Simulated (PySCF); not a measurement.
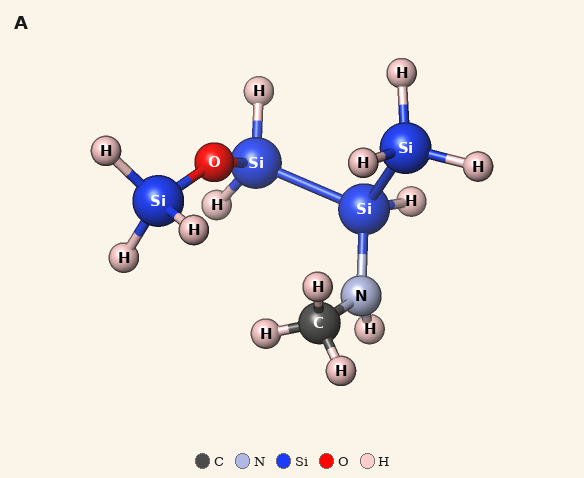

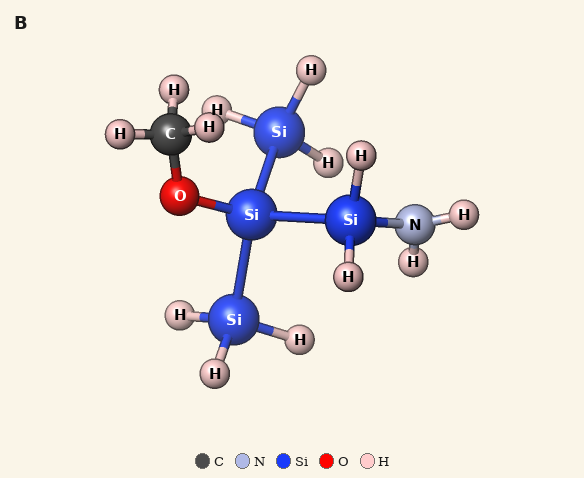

2 stationary structures of one formula. Geometries: PBE0-D3(BJ)/def2-SVP. Electronic energies: PBE0-D3(BJ)/def2-SVP (PySCF 2.14.0), without zero-point energy. No frequency run is at hand to confirm each as a minimum. Each is one conformer, not always the lowest.

> How are they related?

They are constitutional isomers of CH13NOSi4: A `CN[Si@H]([SiH3])[SiH2]O[SiH3]`, B `CO[Si]([SiH3])([SiH3])[SiH2]N`.

> Which is lowest in energy, and by how much?

A is lowest; B lies 20.5 kcal/mol above it.

Give E(B) − E(A) in kcal/mol at these levels too: CAM-B3LYP/def2-SVPD; mPW1PW91/pcSseg-1; PBE0/pcSseg-1; PBE0-D3(BJ)/def2-SVP.

| level | E(B) − E(A) (kcal/mol) |
| --- | --- |
| CAM-B3LYP/def2-SVPD | +23.5 |
| mPW1PW91/pcSseg-1 | +21.5 |
| PBE0/pcSseg-1 | +20.9 |
| PBE0-D3(BJ)/def2-SVP | +20.5 |
